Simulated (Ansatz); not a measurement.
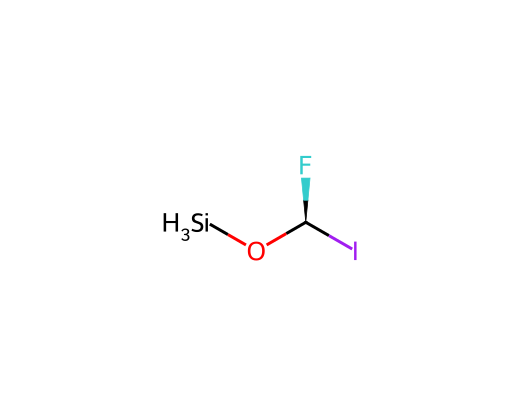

The geometry was computed by an optimisation with PBE0-D4/def2-TZVP. Method: RKS PBE0-D4/def2-TZVP, core potentials on I (Ansatz 0.2.0).

Computed properties:

The species is CH₄FIOSi (`F[C@@H](I)O[SiH3]`).
- dipole moment: 1.50 D
- harmonic zero-point energy: 131.3 kJ/mol
- dispersion correction: −18.9 kJ/mol
